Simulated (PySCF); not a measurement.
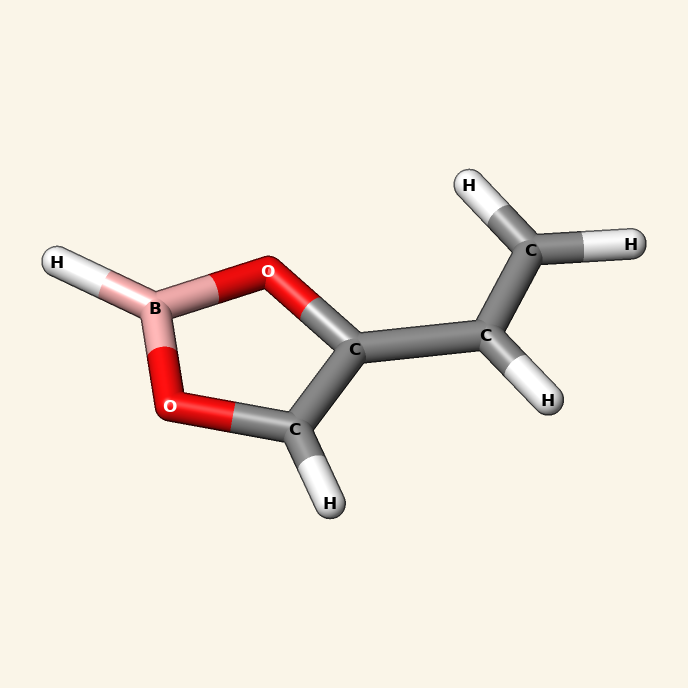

What is the molecular formula?

C₄H₅BO₂, 12 atoms: 4 carbon, 5 hydrogen, 1 boron and 2 oxygen.

What is its SMILES?

C=CC1=COBO1

How many bonds of each kind are drawn?

4 C–H, 3 C–C, 2 C–O, 2 B–O, 1 B–H.

More results for the same structure follow; atom numbers are the same in all pictures, views and colours differ. Computed geometry: PBE0-D3(BJ)/def2-SVP optimisation. No frequency run is at hand to confirm it as a minimum.

**Shape**

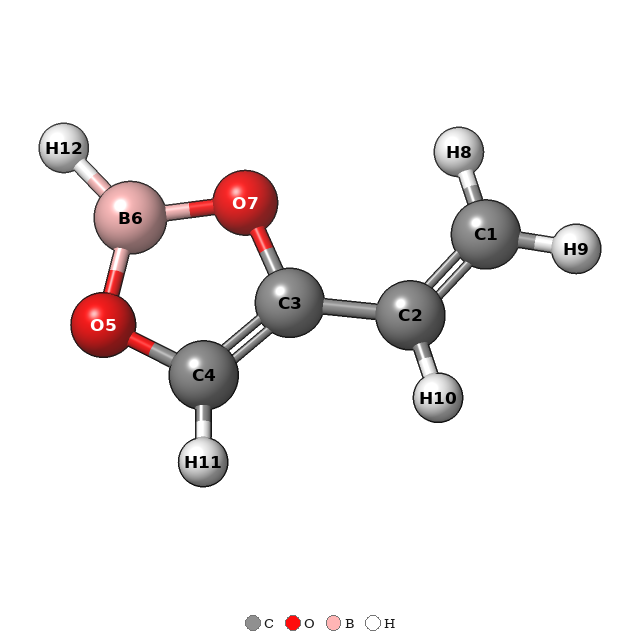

Atoms carry their numbers in the input. No frequency run is at hand to confirm it as a minimum.

What are the angles C1–C2–C3, C1–C2–H10, C2–C1–H8, C2–C1–H9, C2–C3–C4, C2–C3–O7, C3–C2–H10, C3–C4–O5, C3–C4–H11, C3–O7–B6, C4–O5–B6, O5–B6–O7?

| angle | degrees |
| --- | --- |
| C1–C2–C3 | 124.3 |
| C1–C2–H10 | 120.6 |
| C2–C1–H8 | 121.0 |
| C2–C1–H9 | 121.0 |
| C2–C3–C4 | 131.5 |
| C2–C3–O7 | 120.3 |
| C3–C2–H10 | 115.1 |
| C3–C4–O5 | 110.0 |
| C3–C4–H11 | 131.3 |
| C3–O7–B6 | 106.2 |
| C4–O5–B6 | 105.5 |
| O5–B6–O7 | 109.9 |

**Levels of theory compared**

No frequency run is at hand to confirm it as a minimum. Program: PySCF 2.14.0.

At this fixed geometry, give dipole (D), HOMO–LUMO gap (eV), HOMO energy (eV) at these levels: PBE0/6-311+G(2d,p); PBE0/6-31G*; PBE0/IGLO-III; PBE0/aug-cc-pVDZ; PBE0/cc-pVDZ; PBE0/cc-pVTZ; PBE0/def2-SVP; PBE0/def2-TZVP; PBE0/pcSseg-0; PBE0/pcSseg-2.

```tsv
level	dipole (D)	HOMO–LUMO gap (eV)	HOMO energy (eV)
PBE0/6-311+G(2d,p)	1.40	5.54	−6.52
PBE0/6-31G*	1.54	5.69	−6.24
PBE0/IGLO-III	1.37	5.54	−6.50
PBE0/aug-cc-pVDZ	1.37	5.54	−6.50
PBE0/cc-pVDZ	1.46	5.65	−6.37
PBE0/cc-pVTZ	1.41	5.60	−6.47
PBE0/def2-SVP	1.56	5.66	−6.49
PBE0/def2-TZVP	1.40	5.58	−6.49
PBE0/pcSseg-0	2.08	5.84	−6.83
PBE0/pcSseg-2	1.40	5.56	−6.52
```

**Ring current**

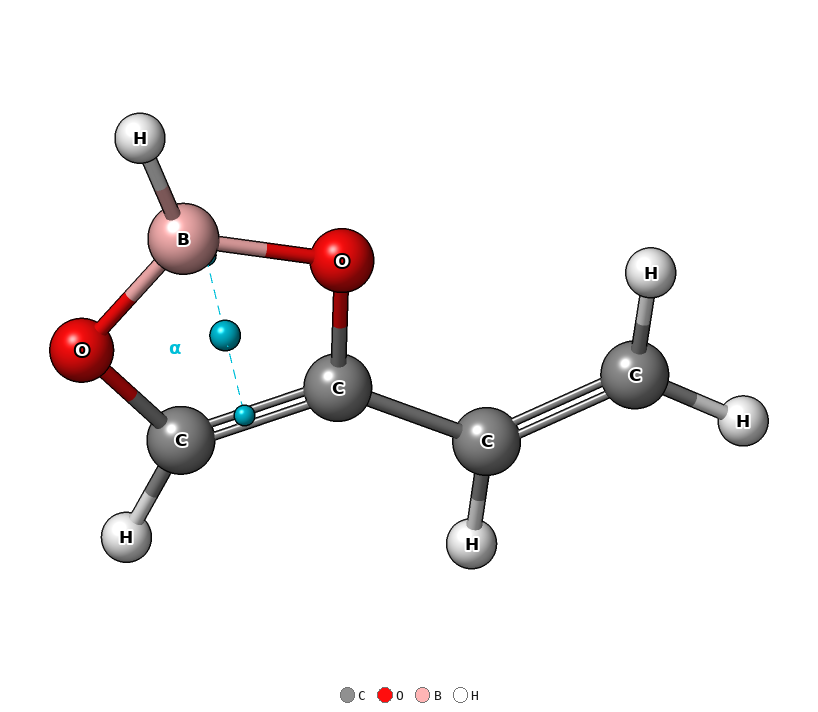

The small points mark where nucleus-independent chemical shifts (NICS) were computed: at the centre of each lettered ring and 1 Å above and below it. No frequency run is at hand to confirm it as a minimum. Level of theory: GIAO PBE0/pcSseg-0 NMR shielding, non-relativistic, gas phase (PySCF 2.14.0).

Give NICS(0), NICS(1) and the out-of-plane component NICS(1)zz for each ring (means of the two sides).

| ring | members | NICS(0) | NICS(1) | NICS(1)zz |
| --- | --- | --- | --- | --- |
| α | C2BO2 | −8.8 | −6.8 | −16.0 |

Values in ppm.

What do the values say about the ring currents?

Ring α: diatropic, as in an aromatic ring. NICS is one index among several.

**NMR shielding**

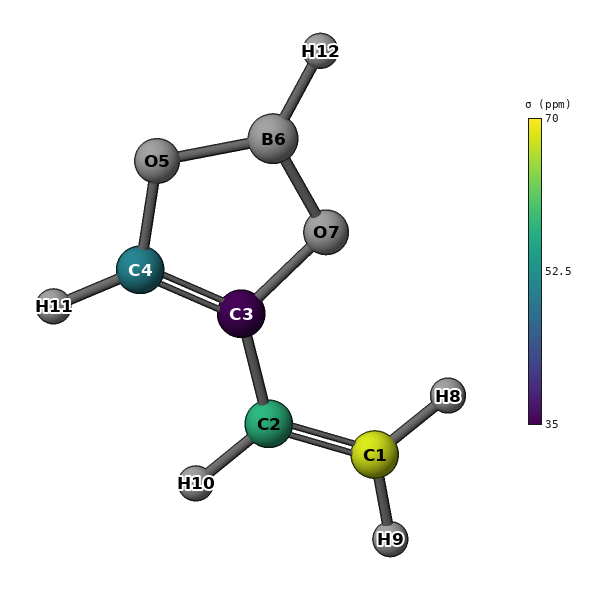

Atoms are coloured by their isotropic NMR shieldings (C only, the others grey). No frequency run is at hand to confirm it as a minimum. Method: GIAO PBE0/def2-TZVP NMR shielding, non-relativistic, gas phase (PySCF 2.14.0).

Which C atom is the most shielded (lowest chemical shift)?

C1 (67.7 ppm).

Which C atom is the least shielded (highest chemical shift)?

C3 (35.3 ppm).

How wide is the range of C shifts?

32.4 ppm.

Give the isotropic NMR shieldings of the C atoms atom by atom.

```json
{"atom": "C1", "σ (ppm)": "67.7"}
{"atom": "C2", "σ (ppm)": "57.5"}
{"atom": "C3", "σ (ppm)": "35.3"}
{"atom": "C4", "σ (ppm)": "50.4"}
```
